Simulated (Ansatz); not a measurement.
# How many bands does the GW gap of MoS2 (P6_3/mmc) need?, part 2 of 2

Wanted: a G0W0 gap for MoS2 (P6_3/mmc) that is converged in bands and cutoff, or an estimate of the limit.

Ansatz 0.2.0; G0W0 on PBE, plane waves, PAW. Known limits of the many-body steps: not at the basis limit; no spin-orbit coupling.

So far. Step 4 (1079 empty bands, screening to 270 eV): Against the run with 9×9×2 mesh, 637 empty bands, screening to 190 eV, hard PAW files, the gap moves by +0.014 eV.

The database entry behind the starting cell differs from later determinations by our own check (about 0.3 % long), so it need not match the best structure at ambient conditions.

## Step 5: 1802 empty bands, screening to 380 eV

File input.yaml:

```yaml
crystal:
  lattice:
    - [3.169, 0.0, 0.0]
    - [-1.5845, 2.7444345046, 0.0]
    - [0.0, 0.0, 12.324]
  atoms:
    - { symbol: Mo, position: [0.3333333333, 0.6666666667, 0.25] }
    - { symbol: Mo, position: [0.6666666667, 0.3333333333, 0.75] }
    - { symbol: S, position: [0.3333333333, 0.6666666667, 0.623] }
    - { symbol: S, position: [0.6666666667, 0.3333333333, 0.123] }
    - { symbol: S, position: [0.3333333333, 0.6666666667, 0.877] }
    - { symbol: S, position: [0.6666666667, 0.3333333333, 0.377] }
kpoints:
  mp_grid: { grid: [9, 9, 2] }
hamiltonian:
  xc: pbe
  pseudopotentials: { kind: paw, source: ansatz }
scf:
  occupations: { method: fixed }
gw:
  n_empty_bands: 1802
  ecut_chi: 380
  qp_bands: [v2, c2]
  qp_kpoints: band_edges
  screening: { model: contour_deformation }
```

Command:

```sh
ansatz run input.yaml --threads 4 --pin off --max-ram 138240MiB --backend cuda --events-out ev --progress --plain --runs-dir out --devices 1 --max-vram 26GiB
```

Numbers of over 12 decimals in the logs are rounded to 6 here.

Log:

```text
GPUs: using 1 of 1 available (devices: 1).
[...]
GPU FFT provider: cuFFT
GPU libraries: cuBLAS 13.8.2, cuFFT 12.4.0, cuSOLVER 12.3.4
Crystal: 6 atoms, lattice volume = 107.183 Å³
Basis set: ecut = 510 eV, 2787 PW (Γ)
Bands: 32, of which v1, the nominal top of the filled ones, is band 26 counted from 1 (25 counted from 0)
Symmetry: 24 space group operations
[...]
k-points: 24 of 162
[...]
1    28     13.0347   -13.7555    -4.6304   -18.4565  0.7382    13.1054    13.1052  root
[...]
23    25     10.2355   -19.1782     0.0491   -18.8138  0.7360     9.9191     9.9202  root
    23    26     10.2355   -19.1782     0.0491   -18.8138  0.7360     9.9191     9.9202  root
    23    27     11.9816   -16.2156    -4.2594   -20.5456  0.7281    12.0523    12.0522  root
    23    28     11.9816   -16.2156    -4.2594   -20.5456  0.7281    12.0523    12.0522  root
[key lines of the parts left out:]
SCF converged after 9 iterations
Free energy (F): -13527.057943 eV
Fermi energy:    10.932668 eV
```

It took 13 min on 1 × NVIDIA H100 80GB HBM3 (shared by 3 runs) with 4 threads of AMD EPYC 7R13 (Zen 3), shared host; peak memory 16 GiB.

This step gave:

- bands summed: 1828
- RPA ε∞ on this mesh (eigenvalues): 6.194, 14.56, 14.56
- plane waves in the screening matrix: 1755
- G0W0 gap on the mesh: 1.360 eV
- k of the valence top: 0, 0, 0
- k of the conduction bottom: 0.1111, 0.2222, 0
- starting gap on the mesh: 0.9599 eV
- least direct G0W0 gap on the computed points: 2.038 eV

Against the run with 9×9×2 mesh, 1079 empty bands, screening to 270 eV, hard PAW files, the gap moves by +0.008 eV.

## Step 6: Changing the k mesh: 12×12×2 mesh, 280 empty bands, screening to 110 eV, hard PAW files

A second mesh at equal bands and cutoff isolates the sampling error. Bands and cutoff differ from the step before, so it is read against an earlier run that matches them.

input.yaml: that of step 5 with these lines changed.

```diff
@@ -13,3 +13,3 @@
 kpoints:
-  mp_grid: { grid: [9, 9, 2] }
+  mp_grid: { grid: [12, 12, 2] }
 hamiltonian:
@@ -20,4 +20,4 @@
 gw:
-  n_empty_bands: 1802
-  ecut_chi: 380
+  n_empty_bands: 280
+  ecut_chi: 110.0
   qp_bands: [v2, c2]
```

Log:

```text
GPUs: using 1 of 1 available (devices: 1).
[...]
GPU FFT provider: cuFFT
GPU libraries: cuBLAS 13.8.2, cuFFT 12.4.0, cuSOLVER 12.3.4
Crystal: 6 atoms, lattice volume = 107.183 Å³
Basis set: ecut = 510 eV, 2787 PW (Γ)
Bands: 32, of which v1, the nominal top of the filled ones, is band 26 counted from 1 (25 counted from 0)
Symmetry: 24 space group operations
[...]
k-points: 38 of 288
[...]
1    28     13.0347   -13.7624    -4.2350   -18.4565  0.7404    13.4980    13.4939  root
[...]
37    25     10.2355   -19.1520     0.4275   -18.8138  0.7408    10.3246    10.3247  root
    37    26     10.2355   -19.1520     0.4275   -18.8138  0.7408    10.3246    10.3247  root
    37    27     11.9817   -16.2419    -3.7950   -20.5456  0.7358    12.4943    12.4904  root
    37    28     11.9817   -16.2419    -3.7950   -20.5456  0.7358    12.4943    12.4904  root
[key lines of the parts left out:]
SCF converged after 9 iterations
Free energy (F): -13527.058095 eV
Fermi energy:    10.932696 eV
```

Elapsed: 1.9 min, on 1 × NVIDIA H100 80GB HBM3 (shared by 3 runs) with 4 threads; peak memory 2.3 GiB.

This step gave:

```
bands summed                                 : 306
RPA ε∞ on this mesh (eigenvalues)            : 6.212, 14.73, 14.73
plane waves in the screening matrix          : 291
G0W0 gap on the mesh                         : 1.211 eV
k of the valence top                         : 0, 0, 0
k of the conduction bottom                   : 0.1667, 0.1667, 0
starting gap on the mesh                     : 0.8848 eV
least direct G0W0 gap on the computed points : 2.060 eV
```

Against the run with 9×9×2 mesh, 280 empty bands, screening to 110 eV, hard PAW files, the gap moves by −0.09 eV, while the start moved by −0.08 eV. A band edge is found at another k point on this mesh.

## Step 7: Side by side

Times are wall times on 1 × NVIDIA H100 80GB HBM3 (shared by 3 runs) with 4 threads of AMD EPYC 7R13 (Zen 3), shared host, good to a factor of about two.

```csv
mesh,files,frequency,bands summed,cutoff (eV),start (eV),G0W0 (eV),time,host memory (GiB)
9×9×2,hard PAW,contour deformation,306,110,0.960,1.301,38 s,1.8
9×9×2,hard PAW,contour deformation,663,190,0.960,1.339,1.8 min,3.5
9×9×2,hard PAW,contour deformation,1105,270,0.960,1.352,4.7 min,7.1
9×9×2,hard PAW,contour deformation,1828,380,0.960,1.360,13 min,16
12×12×2,hard PAW,contour deformation,306,110,0.885,1.211,1.9 min,2.3
```

How the two edges are built up, in eV (the quasiparticle level is the starting level plus Σx plus Σc less Vxc):

```csv
run,edge,start,Σx,Σc,Vxc,Z,QP
306 bands,valence top,10.93,-19.71,0.57,-19.19,0.74,10.98
306 bands,conduction bottom,11.89,-13.56,-3.85,-17.80,0.75,12.28
663 bands,valence top,10.93,-19.71,0.32,-19.19,0.74,10.73
663 bands,conduction bottom,11.89,-13.56,-4.06,-17.80,0.74,12.07
1105 bands,valence top,10.93,-19.71,0.21,-19.19,0.73,10.62
1105 bands,conduction bottom,11.89,-13.56,-4.16,-17.80,0.74,11.97
1828 bands,valence top,10.93,-19.71,0.14,-19.19,0.73,10.55
1828 bands,conduction bottom,11.89,-13.56,-4.22,-17.80,0.74,11.91
```

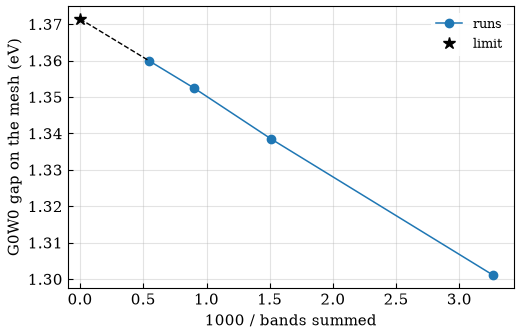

The gap against one over the number of bands; the dashed line carries the two highest rungs to the limit.

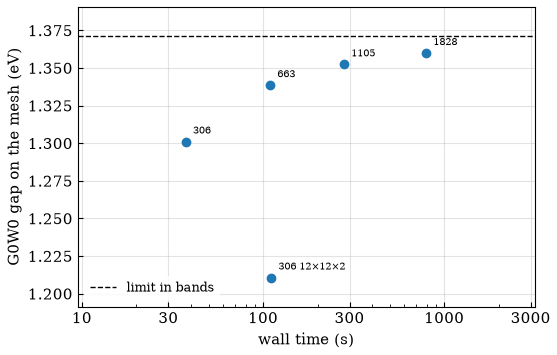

Result against wall time.

## Step 8: Summary of results

```json
{"306 bands, 110 eV": "1.301 eV", "663 bands, 190 eV": "1.339 eV", "1105 bands, 270 eV": "1.352 eV", "1828 bands, 380 eV": "1.360 eV", "estimated limit in bands and cutoff": "1.37 eV", "mesh and start": "9×9×2, PBE"}
```

In words: A line in one over the bands through the two highest rungs gives 1.37 eV, +0.01 eV from the top rung; the pair below gives 1.37 eV, in fair agreement. The rungs stand 0.07 eV (306 bands), 0.03 eV (663 bands), 0.02 eV (1105 bands) and 0.01 eV (1828 bands) from it. From 306 to 1828 bands the gap moves by +0.06 eV while the time grows 21-fold. Σc changes by −0.43 eV at the valence top and −0.37 eV at the conduction bottom, so the levels themselves move more than the gap between them. On the 12×12×2 mesh in place of 9×9×2 the gap differs by −0.09 eV, of which −0.08 eV is already in the start. The cheapest rung within 0.1 eV of this estimate is that with 306 bands (38 s). The 9×9×2 mesh misses a band edge: on 12×12×2 the PBE gap is 0.88 eV, so these values are not the fundamental gap, which lies some 0.08 eV lower. The many-body steps are scalar-relativistic: spin-orbit coupling is not in them.

[Paths, hosts, dates, memory and timing lines, banners, echoed tables and standing remarks are left out of the program output.]

[Logs are printed without paths, hosts, clocks, repeated set-up lines and the standing remarks that a program may print on its own settings, such as how far it seeks lower states.]

[Runs of the session that timed out or met a known fault of the program may be left out.]

[Cells called generated may have been cut or substituted from an entry of the Crystallography Open Database or the Materials Project.]

[Hosts, paths, dates, database ids (printed as entryN), source tags and the programs' standing remarks are cut or masked in the printed files.]
